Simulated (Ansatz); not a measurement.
**CH5Si (SMILES [CH2][SiH3]) at UHF/STO-3G**

Aim: the vertical ionisation energy of CH5Si at UHF/STO-3G, from 2 runs. 

The results are computed with Ansatz 0.2.0.

56 further runs of the same task are left out: 1 that didn't finish, 55 set aside as unsound or not needed.

### 1 Starting point

CH5Si has 7 atoms, charge 0, and is taken as a doublet. SMILES: `[CH2][SiH3]`. The coordinates come from a PBE0-D4/def2-TZVP relaxation.

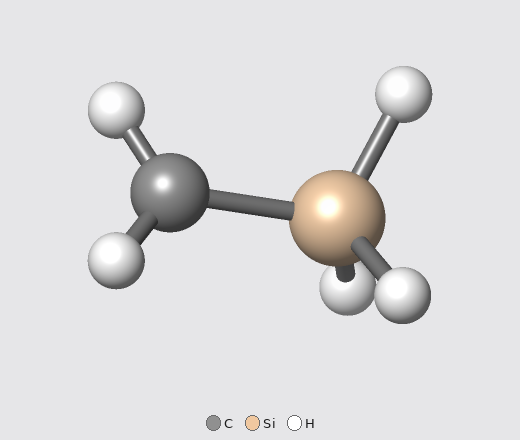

The structure, seen from a chosen angle (carbon grey, silicon light orange, hydrogen white).

### 2 A single-point energy at UHF/STO-3G

File in.yaml:

```yaml
crystal:
  periodic: [false, false, false]
  atoms:
    - {symbol: C, position_ang: [-0.172600, -1.103000, 0.047400]}
    - {symbol: Si, position_ang: [0.132300, 0.709800, -0.029000]}
    - {symbol: H, position_ang: [-1.139000, -1.522200, 0.308500]}
    - {symbol: H, position_ang: [0.588300, -1.834800, -0.203800]}
    - {symbol: H, position_ang: [-0.191200, 1.256600, -1.379100]}
    - {symbol: H, position_ang: [-0.719700, 1.420100, 0.961800]}
    - {symbol: H, position_ang: [1.563100, 1.005600, 0.248500]}
basis:
  gaussian: {orbitals: STO-3G}
magnetization: {spin_polarized: true, initial_magnetization: 1}
hamiltonian: {xc: hf}
accuracy: high
```

Run with:

```console
$ ansatz run in.yaml --threads 1 --pin off --max-ram 2610MiB --events-out events.jsonl --progress --plain --runs-dir runs
```

Log:

```text
Warning: RAYON_NUM_THREADS=1 ignored (pool sized by the plan → 1); use --threads N
Functional definition: HF
  name "HF"
  exchange = exact_x
  correlation = 0
337 factors; integrals over basis functions are off by at most 1.1e-8 eV
mean field evaluation 1: about -8866.5300 eV, gradient 7.5e0 eV
mean field evaluation 2: about -8866.5500 eV, gradient 7.4e0 eV
mean field evaluation 4: about -8867.1350 eV, gradient 7.8e-1 eV
mean field evaluation 8: about -8867.1462 eV, gradient 1.0e-2 eV
mean field -8867.14618663 eV, -325.8616119909 hartree, gradient 1.5e-8 eV, S^2 0.767300; 0 other end points of the search recorded, 0 dependent functions left out
reference -8867.14618663 eV, -325.8616119909 hartree; 13, 12 occupied and 6, 7 virtual orbitals, 337 factors
Total energy: -8867.14618663 eV, -325.8616119909 hartree
```

Wall time 0.12 s (1 thread of Arm Neoverse V1, shared host).

### 3 The singlet cation at the same level

File job.yaml:

```yaml
crystal:
  periodic: [false, false, false]
  atoms:
    - {symbol: C, position_ang: [-0.172600, -1.103000, 0.047400]}
    - {symbol: Si, position_ang: [0.132300, 0.709800, -0.029000]}
    - {symbol: H, position_ang: [-1.139000, -1.522200, 0.308500]}
    - {symbol: H, position_ang: [0.588300, -1.834800, -0.203800]}
    - {symbol: H, position_ang: [-0.191200, 1.256600, -1.379100]}
    - {symbol: H, position_ang: [-0.719700, 1.420100, 0.961800]}
    - {symbol: H, position_ang: [1.563100, 1.005600, 0.248500]}
basis:
  gaussian:
    orbitals: STO-3G
total_charge: 1
magnetization:
  spin_polarized: false
hamiltonian:
  xc: hf
accuracy: high
```

Run with:

```console
$ ansatz run job.yaml --threads 1 --pin off --max-ram 2610MiB --events-out events.jsonl --progress --plain --runs-dir runs
```

Log:

```text
Warning: RAYON_NUM_THREADS=1 ignored (pool sized by the plan → 1); use --threads N
[... 4 set-up lines as earlier in the session ...]
337 factors; integrals over basis functions are off by at most 1.1e-8 eV
mean field evaluation 1: about -8859.3486 eV, gradient 1.2e1 eV
mean field evaluation 2: about -8859.3526 eV, gradient 1.2e1 eV
mean field evaluation 4: about -8860.0185 eV, gradient 1.1e0 eV
mean field evaluation 8: about -8860.0285 eV, gradient 1.0e-2 eV
mean field -8860.02847563 eV, -325.6000409365 hartree, gradient 4.1e-8 eV, S^2 0.000000; 0 other end points of the search recorded, 0 dependent functions left out
reference -8860.02847563 eV, -325.6000409365 hartree; 12, 12 occupied and 7, 7 virtual orbitals, 337 factors
Total energy: -8860.02847563 eV, -325.6000409365 hartree
```

It took 0.12 s on 1 thread of Arm Neoverse V1, shared host.

### 4 What came out

At UHF/STO-3G:

| quantity | value |
| --- | --- |
| doublet CH5Si: total energy | -325.86161 Eh |
| doublet CH5Si: ⟨S²⟩ | 0.767 |
| singlet cation: total energy | -325.60004 Eh |
| vertical ionisation energy (to the singlet cation) | 7.118 eV |

The vertical ionisation energy comes to 7.12 eV (687 kJ/mol). Only the singlet of the ionised species was computed; a triplet could lie lower. In a minimal basis such a difference can be off by several eV, whatever the method.
